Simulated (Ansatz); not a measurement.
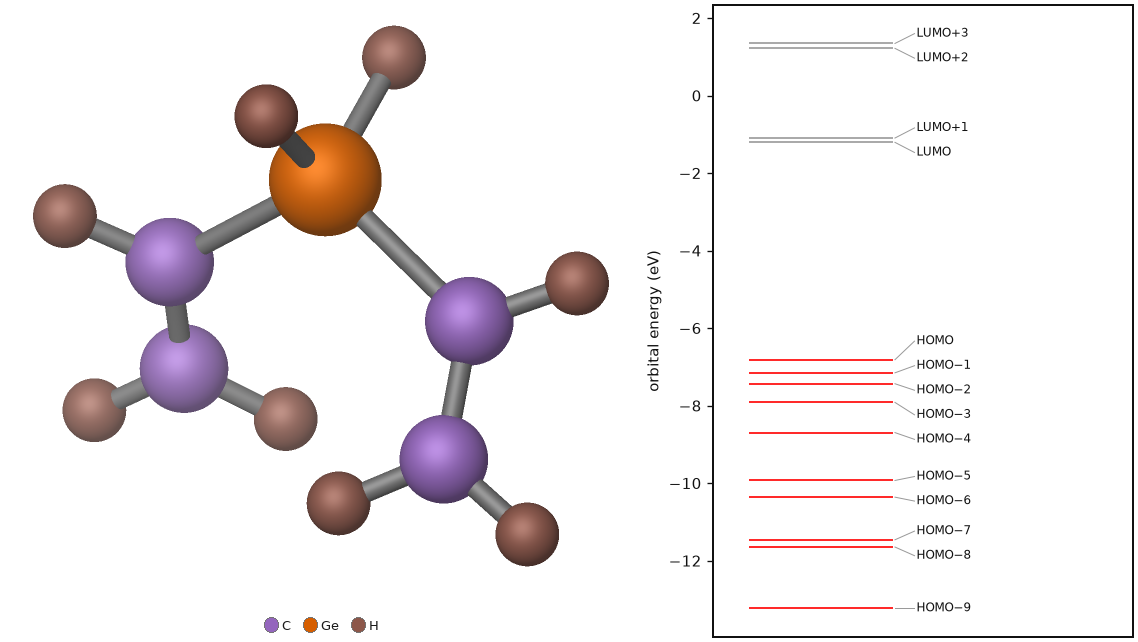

C₄H₈Ge, SMILES C=[CH][GeH2][CH]=C, singlet. Kohn-Sham orbital energies near the frontier, r2SCAN/def2-TZVPP with the Ansatz code, at a PBE0-D4/def2-TZVP geometry (with a soft imaginary mode, 8i cm⁻¹), isolated molecule; empty levels in grey, levels within 0.03 eV side by side.

Question: Where do the frontier orbitals lie?

Answer: HOMO at −6.81 eV, LUMO at −1.21 eV, 5.61 eV apart.

Question: How far below the HOMO does the next level lie?

Answer: 0.34 eV.

Question: List the levels.

Answer:
```
orbital  energy (eV)
 LUMO+3         1.35
 LUMO+2         1.22
 LUMO+1        −1.09
   LUMO        −1.21
   HOMO        −6.81
 HOMO−1        −7.15
 HOMO−2        −7.43
 HOMO−3        −7.91
 HOMO−4        −8.69
 HOMO−5        −9.93
 HOMO−6       −10.36
 HOMO−7       −11.46
 HOMO−8       −11.65
 HOMO−9       −13.23
```

Note: no scalar relativity up to krypton; one conformer of a flexible molecule; empty levels above zero depend strongly on the basis.
